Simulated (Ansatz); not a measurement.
**KLiIBr, from a guessed structure to a relaxed one**

Starting from a made-up structure for KLiIBr, the aim is the relaxed cell, its shortest contacts and, where a second run follows, its electronic structure.

Calculated with Ansatz 0.2.0; DFT, PBEsol, plane-wave PAW, files of the set soft_1, scalar-relativistic, no spin, cell and ions relaxed at zero pressure; PAW set soft_1, in the first sound run; inputs show where later runs differ.

### 1. Set-up

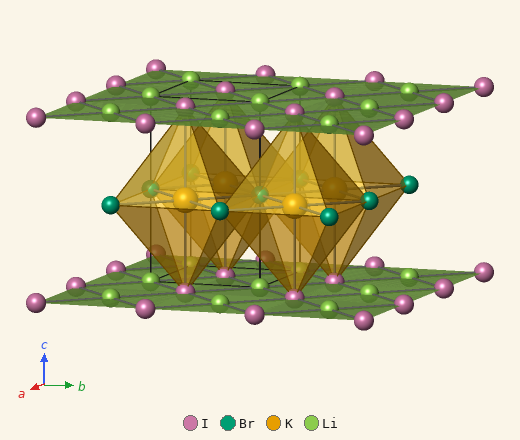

Start, viewed slightly off an axis; iodine pink, bromine teal, potassium orange, lithium green. 2×2×1 cells are drawn. Some periodic images of atoms are drawn too.

As a file:

```cif
data_structure
_symmetry_space_group_name_H-M 'P4/mmm'
_symmetry_Int_Tables_number 123
_cell_length_a 4.3490
_cell_length_b 4.3490
_cell_length_c 7.0000
_cell_angle_alpha 90.000
_cell_angle_beta 90.000
_cell_angle_gamma 90.000
_cell_volume 132.40
loop_
_atom_site_label
_atom_site_type_symbol
_atom_site_symmetry_multiplicity
_atom_site_Wyckoff_symbol
_atom_site_fract_x
_atom_site_fract_y
_atom_site_fract_z
_atom_site_occupancy
I1 I 1 c 0.50000 0.50000 0.00000 1
Br1 Br 1 b 0.00000 0.00000 0.50000 1
K1 K 1 d 0.50000 0.50000 0.50000 1
Li1 Li 1 a 0.00000 0.00000 0.00000 1
```

### 2. Relaxing cell and atoms

The guess takes its coordinates from another compound and its volume from a rule, so the cell and any free coordinates are relaxed together.

File input.yaml:

```yaml
crystal:
  lattice:
    - [4.349, 0.0, 0.0]
    - [0.0, 4.349, 0.0]
    - [0.0, 0.0, 7.0]
  atoms:
    - { symbol: I, position: [0.5, 0.5, 0.0] }
    - { symbol: Br, position: [0.0, 0.0, 0.5] }
    - { symbol: K, position: [0.5, 0.5, 0.5] }
    - { symbol: Li, position: [0.0, 0.0, 0.0] }
kpoints:
  mp_grid: { grid: [6, 6, 4] }
scf:
  occupations: { method: fermi_dirac, width: 0.05 }
hamiltonian:
  xc: pbesol
  pseudopotentials: { kind: paw, azcp: { folder: soft_1 }, xc_functional: pbe }
relax:
  f_tol: 0.015
  max_steps: 70
  cell: {}
output:
  forces: true
  stress: true
```

Run with:

```sh
> ansatz run input.yaml --threads 4 --pin off --max-ram 8192MiB --backend cpu --events-out ev --progress --plain --runs-dir out
```

Numbers of over 12 decimals in the logs are rounded to 6 here.

Output:

```text
Engine: ansatz 0.2.0, aarch64-unknown-linux-gnu
Pseudopotentials: kind: paw
Pseudopotential: I, paw, valence charge 17, recommended cutoff 420 eV (normal), soft_1/I.paw.azcp
Pseudopotential: Br, paw, valence charge 7, recommended cutoff 420 eV (normal), soft_1/Br.paw.azcp
Pseudopotential: K, paw, valence charge 9, recommended cutoff 420 eV (normal), soft_1/K.paw.azcp
Pseudopotential: Li, paw, valence charge 3, recommended cutoff 420 eV (normal), soft_1/Li.paw.azcp
Functional definition: PBEsol
  exchange = pbesol_x
  correlation = pbesol_c
Crystal: 4 atoms, lattice volume = 132.397 Å³
Basis set: ecut = 420 eV, 2583 PW (Γ), exchange–correlation on 60×60×96 points (8 copies of the dense FFT grid, shifted against one another)
Bands: 22, of which v1, the nominal top of the filled ones, is band 18 counted from 1 (17 counted from 0)
Symmetry: 16 space group operations
Space group: P4/mmm (ITA 123), of the structure as read, at distance tolerance 5.1e-5 Å
k-points: 30 of 144
Non-local potential: I, projectors of the file, l = 0: 2, l = 1: 2, l = 2: 2, l = 3: 1
Non-local potential: Br, projectors of the file, l = 0: 2, l = 1: 2, l = 2: 2
Non-local potential: K, projectors of the file, l = 0: 3, l = 1: 2, l = 2: 2
Non-local potential: Li, projectors of the file, l = 0: 3, l = 1: 2, l = 2: 1
PAW form: soft (Blöchl's): semilocal exchange-correlation on the pseudo side does not see the compensation charge
PAW frozen core: I, regenerated for the run's functional, and the local potential with it (the file was generated under x = pbe(κ = 0.804, μ = 0.219515), c = pbe(β = 0.066725))
PAW frozen core: Br, regenerated for the run's functional, and the local potential with it (the file was generated under x = pbe(κ = 0.804, μ = 0.219515), c = pbe(β = 0.066725))
PAW frozen core: K, regenerated for the run's functional, and the local potential with it (the file was generated under x = pbe(κ = 0.804, μ = 0.219515), c = pbe(β = 0.066725))
PAW one-centre angular grid: I, 590 points (default); XC on 64 Gauss nodes
PAW one-centre angular grid: Br, 110 points (default); XC on 64 Gauss nodes
PAW one-centre angular grid: K, 110 points (default); XC on 64 Gauss nodes
PAW one-centre angular grid: Li, 110 points (default); XC on 64 Gauss nodes
Initial density: superposition of atomic densities (chi_scale 0.1, normalization cell, long waves kept (reshape's long-wave potential 0.03 eV rms))
Initial wavefunctions: pseudopotential atomic-orbital guess
Functional: x = pbesol(κ = 0.804, μ = 0.123457), c = pbesol(β = 0.046)
SCF iter   1: F=—  HF=-11894.903780 eV  |F-HF|=—  |Δ(HF+E_count)|=         —  Δρ=3.50e-2  dr2=3.13e0  ethr=3.10e-3  ⟨swp⟩=9.2  Hψ=4064  notcnv=0
preconditioner: auto → Resta (q_TF=auto, 2.196 Å⁻¹)  ε∞=3.5  [insulator: Δε(μ)=2.448 eV  Ē_g=7.653 eV  σ=0.050 eV  W_gap=1.00  n_scr=20 (ndim 8)  ℏωp=12.1 eV  f_vac=0.000  D(μ)=0.00/eV (n_scr^D=0)  ε∞_Penn≈3.5]
SCF iter   2: F=—  HF=-11893.794937 eV  |F-HF|=—  |Δ(HF+E_count)|=    1.11e0  Δρ=1.40e-2  dr2=7.33e-1  ethr=3.10e-3  ⟨swp⟩=3.7  Hψ=1500  notcnv=0
SCF iter   3: F=—  HF=-11893.480484 eV  |F-HF|=—  |Δ(HF+E_count)|=   3.14e-1  Δρ=4.50e-3  dr2=7.94e-2  ethr=2.04e-3  ⟨swp⟩=3.9  Hψ=1318  notcnv=0
SCF iter   4: F=—  HF=-11893.454082 eV  |F-HF|=—  |Δ(HF+E_count)|=   2.64e-2  Δρ=1.37e-3  dr2=4.81e-3  ethr=2.21e-4  ⟨swp⟩=4.1  Hψ=1369  notcnv=0
SCF iter   5: F=—  HF=-11893.452876 eV  |F-HF|=—  |Δ(HF+E_count)|=   1.21e-3  Δρ=4.40e-4  dr2=4.06e-4  ethr=1.34e-5  ⟨swp⟩=2.0  Hψ=1242  notcnv=0
SCF iter   6: F=—  HF=-11893.453025 eV  |F-HF|=—  |Δ(HF+E_count)|=   1.49e-4  Δρ=1.22e-4  dr2=3.40e-5  ethr=1.13e-6  ⟨swp⟩=2.0  Hψ=1164  notcnv=0
SCF iter   7: F=—  HF=-11893.453004 eV  |F-HF|=—  |Δ(HF+E_count)|=   2.07e-5  Δρ=2.69e-5  dr2=1.61e-6  ethr=9.45e-8  ⟨swp⟩=2.0  Hψ=988  notcnv=0
SCF iter   8: F=—  HF=-11893.453006 eV  |F-HF|=—  |Δ(HF+E_count)|=   1.17e-6  Δρ=7.48e-6  dr2=1.22e-7  ethr=4.47e-9  ⟨swp⟩=2.3  Hψ=1129  notcnv=0
SCF iter   9: F=-11893.453006 eV  HF=-11893.453006 eV  |F-HF|=5.58e-9  |Δ(HF+E_count)|=   1.18e-7  Δρ=1.41e-6  dr2=4.11e-9  ethr=2.78e-10  ⟨swp⟩=4.0  Hψ=2200  notcnv=0
SCF 1 converged in 9 iterations: F = -11893.453006 eV  dr2 = 4.11e-9
  greatest PAW one-centre occupation: 0.999 electrons in one spin orbital (limit 2), on the Li atom at site 3 (counted from 0), in its partial waves of l = 0
relax step   1: F+E_penalty+E_count = -11893.45300568 eV  Δ(F+E_penalty+E_count) = +0.000e0 eV  max|allowed force component| = 1.067e-28 eV/Å  Δτ_max = 0.0000 Å  P = -0.214 GPa  Ω = 132.397 Å³  (9 SCF iters, dr2 threshold 1.00e-7 eV, accepted)
Crystal: 4 atoms, lattice volume = 130.678 Å³
Basis set: ecut = 420 eV, 2559 PW (Γ), exchange–correlation on 60×60×96 points (8 copies of the dense FFT grid, shifted against one another)
Initial density: handed on by an earlier stage of this run
Initial wavefunctions: those handed on with the density
iter 1 solved again at ethr=2.28e-6 eV; its pass at ethr=3.10e-3 eV (dr2=8.19e-4 eV) is discarded
SCF iter   1: F=—  HF=-11893.469905 eV  |F-HF|=—  |Δ(HF+E_count)|=         —  Δρ=5.93e-4  dr2=9.02e-4  ethr=2.28e-6  ⟨swp⟩=2.4  Hψ=4596  notcnv=0
preconditioner: auto → Resta (q_TF=auto, 2.201 Å⁻¹)  ε∞=2.7  [insulator: Δε(μ)=3.802 eV  Ē_g=11.857 eV  σ=0.050 eV  W_gap=1.00  n_scr=20 (ndim 8)  ℏωp=15.2 eV  f_vac=0.027  D(μ)=0.00/eV (n_scr^D=0)  ε∞_Penn≈2.7]
SCF iter   2: F=—  HF=-11893.469662 eV  |F-HF|=—  |Δ(HF+E_count)|=   2.43e-4  Δρ=3.01e-4  dr2=2.34e-4  ethr=2.28e-6  ⟨swp⟩=2.3  Hψ=906  notcnv=0
SCF iter   3: F=—  HF=-11893.469576 eV  |F-HF|=—  |Δ(HF+E_count)|=   8.55e-5  Δρ=6.58e-5  dr2=1.09e-5  ethr=6.49e-7  ⟨swp⟩=2.1  Hψ=974  notcnv=0
SCF iter   4: F=-11893.469578 eV  HF=-11893.469578 eV  |F-HF|=1.74e-7  |Δ(HF+E_count)|=   1.10e-6  Δρ=1.72e-5  dr2=3.76e-7  ethr=1.11e-9  ⟨swp⟩=4.0  Hψ=3095  notcnv=0
SCF 2 converged in 4 iterations: F = -11893.469578 eV  dr2 = 3.76e-7
relax step   2: F+E_penalty+E_count = -11893.46957777 eV  Δ(F+E_penalty+E_count) = -1.657e-2 eV  max|allowed force component| = 7.679e-30 eV/Å  Δτ_max = 0.0000 Å  P = -0.163 GPa  Ω = 130.678 Å³  energy of the carried Pulay correction = +9.565e-5 eV  (4 SCF iters, dr2 threshold 4.00e-7 eV, accepted)
Crystal: 4 atoms, lattice volume = 125.960 Å³
Basis set: ecut = 420 eV, 2469 PW (Γ), exchange–correlation on 60×60×96 points (8 copies of the dense FFT grid, shifted against one another)
iter 1 solved again at ethr=1.72e-5 eV; its pass at ethr=3.10e-3 eV (dr2=6.18e-3 eV) is discarded
SCF iter   1: F=—  HF=-11893.481315 eV  |F-HF|=—  |Δ(HF+E_count)|=         —  Δρ=1.67e-3  dr2=6.80e-3  ethr=1.72e-5  ⟨swp⟩=2.1  Hψ=4790  notcnv=0
preconditioner: auto → Resta (q_TF=auto, 2.214 Å⁻¹)  ε∞=2.7  [insulator: Δε(μ)=3.812 eV  Ē_g=11.946 eV  σ=0.050 eV  W_gap=1.00  n_scr=20 (ndim 8)  ℏωp=15.5 eV  f_vac=0.016  D(μ)=0.00/eV (n_scr^D=0)  ε∞_Penn≈2.7]
SCF iter   2: F=—  HF=-11893.479414 eV  |F-HF|=—  |Δ(HF+E_count)|=   1.90e-3  Δρ=8.55e-4  dr2=1.79e-3  ethr=1.72e-5  ⟨swp⟩=2.3  Hψ=867  notcnv=0
SCF iter   3: F=—  HF=-11893.478929 eV  |F-HF|=—  |Δ(HF+E_count)|=   4.85e-4  Δρ=1.79e-4  dr2=6.36e-5  ethr=4.98e-6  ⟨swp⟩=2.0  Hψ=980  notcnv=0
SCF iter   4: F=—  HF=-11893.478924 eV  |F-HF|=—  |Δ(HF+E_count)|=   4.94e-6  Δρ=4.20e-5  dr2=2.23e-6  ethr=1.77e-7  ⟨swp⟩=2.1  Hψ=960  notcnv=0
SCF iter   5: F=-11893.478926 eV  HF=-11893.478926 eV  |F-HF|=4.76e-8  |Δ(HF+E_count)|=   2.42e-6  Δρ=5.84e-6  dr2=5.38e-8  ethr=1.11e-9  ⟨swp⟩=5.0  Hψ=2495  notcnv=0
SCF 3 converged in 5 iterations: F = -11893.478926 eV  dr2 = 5.38e-8
relax step   3: F+E_penalty+E_count = -11893.47892618 eV  Δ(F+E_penalty+E_count) = -9.348e-3 eV  max|allowed force component| = 1.933e-29 eV/Å  Δτ_max = 0.0000 Å  P = +0.239 GPa  Ω = 125.960 Å³  energy of the carried Pulay correction = +3.614e-4 eV  (5 SCF iters, dr2 threshold 4.00e-7 eV, accepted)
Crystal: 4 atoms, lattice volume = 128.081 Å³
Basis set: ecut = 420 eV, 2535 PW (Γ), exchange–correlation on 60×60×96 points (8 copies of the dense FFT grid, shifted against one another)
iter 1 solved again at ethr=2.16e-6 eV; its pass at ethr=3.10e-3 eV (dr2=7.77e-4 eV) is discarded
SCF iter   1: F=—  HF=-11893.483037 eV  |F-HF|=—  |Δ(HF+E_count)|=         —  Δρ=5.74e-4  dr2=8.72e-4  ethr=2.16e-6  ⟨swp⟩=3.0  Hψ=4826  notcnv=0
preconditioner: auto → Resta (q_TF=auto, 2.208 Å⁻¹)  ε∞=2.7  [insulator: Δε(μ)=3.803 eV  Ē_g=11.897 eV  σ=0.050 eV  W_gap=1.00  n_scr=20 (ndim 8)  ℏωp=15.4 eV  f_vac=0.023  D(μ)=0.00/eV (n_scr^D=0)  ε∞_Penn≈2.7]
SCF iter   2: F=—  HF=-11893.482765 eV  |F-HF|=—  |Δ(HF+E_count)|=   2.71e-4  Δρ=2.87e-4  dr2=2.17e-4  ethr=2.16e-6  ⟨swp⟩=2.3  Hψ=933  notcnv=0
SCF iter   3: F=—  HF=-11893.482674 eV  |F-HF|=—  |Δ(HF+E_count)|=   9.11e-5  Δρ=6.68e-5  dr2=9.80e-6  ethr=6.02e-7  ⟨swp⟩=2.2  Hψ=955  notcnv=0
SCF iter   4: F=-11893.482675 eV  HF=-11893.482675 eV  |F-HF|=1.45e-7  |Δ(HF+E_count)|=   8.01e-7  Δρ=1.58e-5  dr2=3.52e-7  ethr=1.11e-9  ⟨swp⟩=4.0  Hψ=3103  notcnv=0
SCF 4 converged in 4 iterations: F = -11893.482675 eV  dr2 = 3.52e-7
relax step   4: F+E_penalty+E_count = -11893.48267504 eV  Δ(F+E_penalty+E_count) = -3.749e-3 eV  max|allowed force component| = 1.351e-29 eV/Å  Δτ_max = 0.0000 Å  P = -0.025 GPa  Ω = 128.081 Å³  energy of the carried Pulay correction = +2.451e-4 eV  (4 SCF iters, dr2 threshold 4.00e-7 eV, accepted)
Basis set: ecut = 420 eV, 2535 PW (Γ), exchange–correlation on 60×60×90 points (8 copies of the dense FFT grid, shifted against one another)
Initial wavefunctions: pseudopotential atomic-orbital guess (no wavefunctions were taken with the density)
iter 1 solved again at ethr=1.03e-6 eV; its pass at ethr=3.10e-3 eV (dr2=3.70e-4 eV) is discarded
SCF iter   1: F=—  HF=-11893.482352 eV  |F-HF|=—  |Δ(HF+E_count)|=         —  Δρ=8.64e-5  dr2=6.28e-7  ethr=1.03e-6  ⟨swp⟩=3.0  Hψ=5255  notcnv=0
eigensolver tolerance schedule: the retry pair's looser diagonalisation over-reported the residual by 588.73 of it (diagonalisation noise at 0.24 of the residual, at the tolerance the schedule requests for it); recorded, not acted on — ethr = c·dr2/N_el stays at c = 1.0e-1
preconditioner: auto → Resta (q_TF=auto, 2.208 Å⁻¹)  ε∞=2.7  [insulator: Δε(μ)=3.799 eV  Ē_g=11.902 eV  σ=0.050 eV  W_gap=1.00  n_scr=20 (ndim 8)  ℏωp=15.4 eV  f_vac=0.021  D(μ)=0.00/eV (n_scr^D=0)  ε∞_Penn≈2.7]
SCF iter   2: F=—  HF=-11893.482426 eV  |F-HF|=—  |Δ(HF+E_count)|=   7.47e-5  Δρ=4.42e-5  dr2=2.08e-7  ethr=1.74e-9  ⟨swp⟩=2.4  Hψ=1246  notcnv=0
SCF iter   3: F=—  HF=-11893.482452 eV  |F-HF|=—  |Δ(HF+E_count)|=   2.58e-5  Δρ=2.58e-6  dr2=7.99e-9  ethr=5.79e-10  ⟨swp⟩=2.0  Hψ=1198  notcnv=0
SCF iter   4: F=—  HF=-11893.482452 eV  |F-HF|=—  |Δ(HF+E_count)|=   9.46e-9  Δρ=1.54e-6  dr2=9.39e-10  ethr=2.22e-11  ⟨swp⟩=2.5  Hψ=1092  notcnv=0
SCF iter   5: F=—  HF=-11893.482452 eV  |F-HF|=—  |Δ(HF+E_count)|=   2.65e-8  Δρ=2.05e-7  dr2=4.15e-11  ethr=2.61e-12  ⟨swp⟩=2.0  Hψ=1081  notcnv=0
SCF iter   6: F=-11893.482452 eV  HF=-11893.482452 eV  |F-HF|=1.46e-11  |Δ(HF+E_count)|=  5.64e-11  Δρ=7.15e-8  dr2=3.91e-12  ethr=1.00e-12  ⟨swp⟩=4.5  Hψ=2212  notcnv=0
SCF 5 converged in 6 iterations: F = -11893.482452 eV  dr2 = 3.91e-12
relax step   5: F+E_penalty+E_count = -11893.48245204 eV  Δ(F+E_penalty+E_count) = +2.230e-4 eV  max|allowed force component| = 5.029e-30 eV/Å  Δτ_max = 0.0000 Å  P = -0.026 GPa  Ω = 128.081 Å³  stress off target by 4.41e-2 GPa  SCF on the basis re-selected at this cell (its energy is not comparable with the rows above)  (6 SCF iters)
basis re-selected at this cell: Δ(F+E_penalty+E_count) = +2.230e-4 eV, ΔP = -0.000 GPa vs the last step (what re-selecting the basis moved, of the pressure what is left beyond the Pulay correction that the steps carried, after the strain that the cell walked since its last selection, with what the two solves' SCF thresholds leave and, on support functions, any second-order correction that the steps lacked; it is no measure of the basis error at this ecutwfc). The dense FFT grid was sized anew with the basis: this SCF ran on 30×30×45 points, the steps before it on 30×30×48, so part of this shift can come from that change (see relax.cell in the input reference). [rest of the remark cut]
SCF converged after 6 iterations
Free energy (F): -11893.482452 eV
Harris-Foulkes:  -11893.482452 eV  (|F-HF|=1.46e-11)
Internal energy: -11893.482452 eV  (E = F + TS)
E sigma→0 (E₀):  -11893.482452 eV
Fermi energy:    4.136046 eV
--- Per-component energies (eV) ---
  E_band       = -619.993682
  E_kinetic    = 562.559124
  E_local      = -3358.377297  (includes V_loc(G=0)·N_el)
  E_nonlocal   = 164.419817
  E_hartree    = 1395.322971
  E_xc         = -445.158635
  E_vxc        = -396.243809  (∫ρ·V_xc dr)
  E_paw        = -7758.675084  (= ΣΔE_a)
  E_vpaw       = -382.995231  (= ΣTr[D̂ρ^β])
  E_aug_tail   = -0.002218  (compensation charges beyond the density's cutoff)
  E_ewald      = -2454.183422
  E_core_change = 0.612292  (= ΣΔE_core)
  E_smearing   = -0.000000  (= −TS)
  E_closure    = 0.000000  (closes the sum)
  Σ components = -11893.482452   (vs F -11893.482452, Δ=0.00e0)
--- Forces (eV/Å), atoms counted from 1 ---
  atom   1  I      0.00000000     0.00000000     0.00000000
  atom   2  Br     0.00000000     0.00000000     0.00000000
  atom   3  K     -0.00000000     0.00000000     0.00000000
  atom   4  Li     0.00000000     0.00000000     0.00000000
  max |Σ_I F_I| component: 7.30e-30 eV/Å
--- Stress (GPa, compression-positive) ---
       -0.044084      -0.000000      -0.000000
       -0.000000      -0.044084      -0.000000
       -0.000000      -0.000000       0.011667
  P = ⅓ Tr σ = -0.0255 GPa (-0.255 kbar)
--- Relaxed structure (4 steps of the walk, 4 accepted, 1 SCFs on fresh bases) ---
  F+E_penalty+E_count = -11893.48245204 eV   max|allowed force component| = 5.029e-30 eV/Å   (the final SCF, on the basis selected at the relaxed cell)
  cell:  # Å, volume = 128.0815 Å³
    - [4.394462, 0, 0]
    - [0.0, 4.394462, 0]
    - [0, 0, 6.632465]
  atoms:
    - { symbol: I, position: [0.500000, 0.500000, 0] }
    - { symbol: Br, position: [0, 0, 0.500000] }
    - { symbol: K, position: [0.500000, 0.500000, 0.500000] }
    - { symbol: Li, position: [0, 0, 0] }
```

Elapsed: 6.3 s, on 4 threads of Arm Neoverse V1, shared host; peak memory 0.47 GiB.

Relaxation path:

| step | energy less that of the first step (eV) | largest force component (eV/Å) | pressure (GPa) | volume (Å³) |
| --- | --- | --- | --- | --- |
| 1 | 0.0000 | 0.0000 | -0.21 | 132.40 |
| 2 | -0.0166 | 0.0000 | -0.16 | 130.68 |
| 3 | -0.0259 | 0.0000 | 0.24 | 125.96 |
| 4 | -0.0297 | 0.0000 | -0.03 | 128.08 |
| 5* | -0.0294 | 0.0000 | -0.03 | 128.08 |

Relaxation steps marked * repeat the geometry before them on a plane-wave basis chosen anew for their cell, so energy and pressure can jump there.

Forces are held to the 16 operations that the run works with; a distortion that breaks them can't arise in this run.

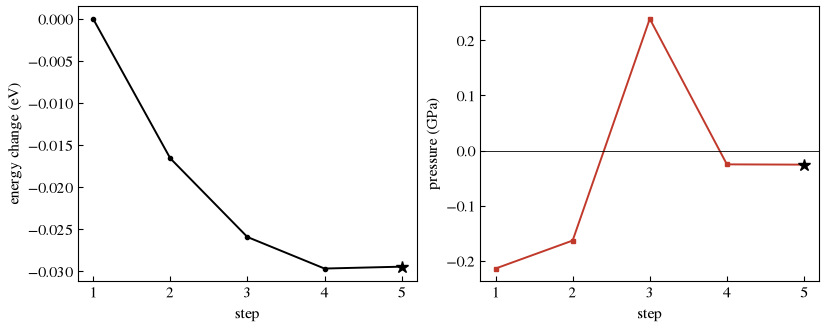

Energy and pressure along the relaxation. Stars mark steps on a basis chosen anew.

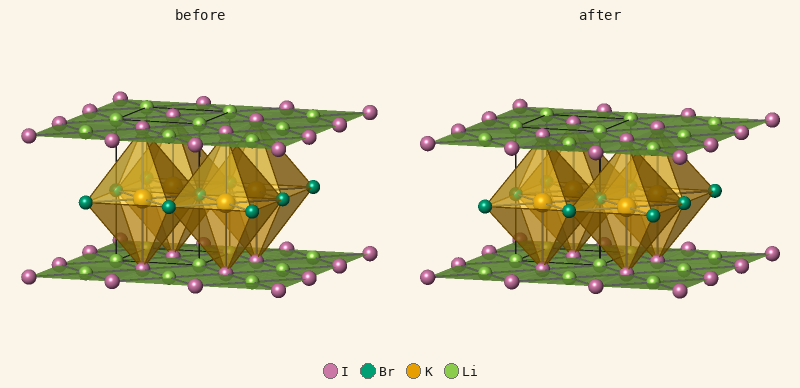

The structure before and after the relaxation, drawn at the same scale.

| conventional cell, symmetrised | before | after | change |
| --- | --- | --- | --- |
| a (Å) | 4.349 | 4.394 | +1.0 % |
| b (Å) | 4.349 | 4.394 | +1.0 % |
| c (Å) | 7.000 | 6.632 | -5.3 % |
| volume (Å³/atom) | 33.10 | 32.02 | -3.3 % |

The relaxed structure:

```cif
data_structure
_symmetry_space_group_name_H-M 'P 1'
_symmetry_Int_Tables_number 1
_cell_length_a 4.3945
_cell_length_b 4.3945
_cell_length_c 6.6325
_cell_angle_alpha 90.000
_cell_angle_beta 90.000
_cell_angle_gamma 90.000
_cell_volume 128.08
loop_
_atom_site_label
_atom_site_type_symbol
_atom_site_fract_x
_atom_site_fract_y
_atom_site_fract_z
_atom_site_occupancy
I1 I 0.50000 0.50000 0.00000 1
Br2 Br 0.00000 0.00000 0.50000 1
K3 K 0.50000 0.50000 0.50000 1
Li4 Li 0.00000 0.00000 0.00000 1
```

Numbers from this step:

```yaml
free_energy: -11893.4825 eV
fermi_energy: 4.136 eV
gap_by_band_count: 3.798 eV
electrons: 36
symmetry_operations: 16
pressure: -0.02550 GPa
```

Shortest distances by pair of elements, guess and relaxed (not always the same contact):

| pair | guess (Å) | relaxed (Å) |
| --- | --- | --- |
| I–Li | 3.075 | 3.107 |
| Br–K | 3.075 | 3.107 |
| I–K | 3.500 | 3.316 |
| Br–Li | 3.500 | 3.316 |
| I–I | 4.349 | 4.394 |

The relaxation ends with a pressure of -0.03 GPa.

(Part 1 of 2 ends here.)

[Logs are printed without paths, hosts, clocks, repeated set-up lines and the standing remarks that a program may print on its own settings, such as how far it seeks lower states.]

[Hosts, paths, dates, database ids (printed as entryN), source tags and the programs' standing remarks are cut or masked in the printed files.]
